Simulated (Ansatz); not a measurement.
# What a change does: single-point calculation on AlSiH₄O₂F

System: AlSiH₄O₂F.
Method of the first run: RKS B2PLYP (frozen core)/def2-TZVPP (Ansatz 0.2.0).

The geometry comes from this level: PBE0-D4/def2-TZVP. Text and figures count atoms from 1; the logs count them from 0 in places.

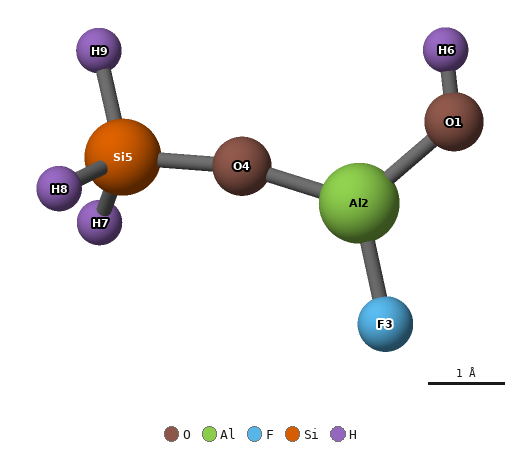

The input geometry (ball-and-stick view, seen at a tilt; atoms are numbered from 1 in the order of the input). Sticks mark near contacts.

### Input file, the first run
```yaml
crystal:
  periodic: [false, false, false]
  atoms:
    - {symbol: O, position_ang: [2.155986, 0.918277, 1.557418]}
    - {symbol: Al, position_ang: [1.514974, -0.063554, 0.355066]}
    - {symbol: F, position_ang: [2.547960, -1.072769, -0.418132]}
    - {symbol: O, position_ang: [-0.099300, -0.046556, -0.068434]}
    - {symbol: Si, position_ang: [-1.569922, -0.278197, -0.725019]}
    - {symbol: H, position_ang: [1.628783, 1.536958, 2.059549]}
    - {symbol: H, position_ang: [-1.489905, -0.208333, -2.207625]}
    - {symbol: H, position_ang: [-2.100862, -1.608587, -0.328189]}
    - {symbol: H, position_ang: [-2.499114, 0.776461, -0.241735]}
basis:
  gaussian: {orbitals: def2-TZVPP}
hamiltonian: {xc: {name: B2PLYP}}
```

Hardware: 4 CPU threads, shared host.

### Output (the first run)
```
Functional definition: B2PLYP
  parameter a = 0.53
  parameter c = 0.27
  exchange = (1 - a)*b88_x + a*exact_x
  correlation = (1 - c)*lyp_c + c*(mp2_os + mp2_ss)
1411 factors; integrals over basis functions are off by at most 9.9e-4 eV
mean field evaluation 1: about -21333.4993 eV, gradient 7.6e1 eV
mean field evaluation 2: about -21333.5978 eV, gradient 7.6e1 eV
mean field evaluation 4: about -21342.2679 eV, gradient 3.7e0 eV
mean field evaluation 8: about -21342.3249 eV, gradient 3.9e-1 eV
mean field evaluation 16: about -21342.3252 eV, gradient 9.6e-5 eV
mean field -21342.32519192 eV, -784.3159844554 hartree, gradient 5.1e-6 eV, S^2 0.000000; 0 other end points of the search recorded, 0 dependent functions left out
13 core orbitals not correlated: weight in the atoms' cores, before any rotation towards them, 1.000 or more for the frozen orbitals, at most 0.000 for the correlated occupied ones
reference -21342.32537266 eV, -784.3159910976 hartree; 15, 15 occupied and 205, 205 virtual orbitals, 1411 factors
second order -30.08133266 eV of doubles, -0.00000000 eV of singles
Total energy: -21350.44733248 eV, -784.6144676157 hartree
```

The input of the second run differs as follows (lines with − go, lines with + come):
```diff
-hamiltonian: {xc: {name: B2PLYP}}
+hamiltonian: {xc: {name: PBE-QIDH}}
```

How does the second run compare with the first run?

The total energies belong to different methods, so their difference says nothing on which is more stable or more accurate. The functional changes from B2PLYP to PBE-QIDH.

### Output (the second run)
```
Functional definition: PBE-QIDH
  parameter a = 3^(-1/3)
  parameter c = 1/3
  exchange = (1 - a)*pbe_x + a*exact_x
  correlation = (1 - c)*pbe_c + c*(mp2_os + mp2_ss)
1411 factors; integrals over basis functions are off by at most 9.9e-4 eV
mean field evaluation 1: about -21325.4079 eV, gradient 6.7e1 eV
mean field evaluation 2: about -21325.5374 eV, gradient 6.7e1 eV
mean field evaluation 4: about -21332.4132 eV, gradient 2.7e0 eV
mean field evaluation 8: about -21332.4633 eV, gradient 2.4e-1 eV
mean field evaluation 16: about -21332.4636 eV, gradient 9.9e-5 eV
mean field -21332.46357028 eV, -783.9535765447 hartree, gradient 2.8e-6 eV, S^2 0.000000; 0 other end points of the search recorded, 0 dependent functions left out
13 core orbitals not correlated: weight in the atoms' cores, before any rotation towards them, 1.000 or more for the frozen orbitals, at most 0.000 for the correlated occupied ones
reference -21332.46358498 eV, -783.9535770848 hartree; 15, 15 occupied and 205, 205 virtual orbitals, 1411 factors
second order -27.99134754 eV of doubles, -0.00000000 eV of singles
Total energy: -21341.79403416 eV, -784.2964647678 hartree
```

### The two runs side by side

```csv
quantity,the first run,the second run
outcome,converged,converged
total energy (hartree),−784.614468,−784.296465
basis functions,233,233
wall time (shared host),5 s,5 s
```
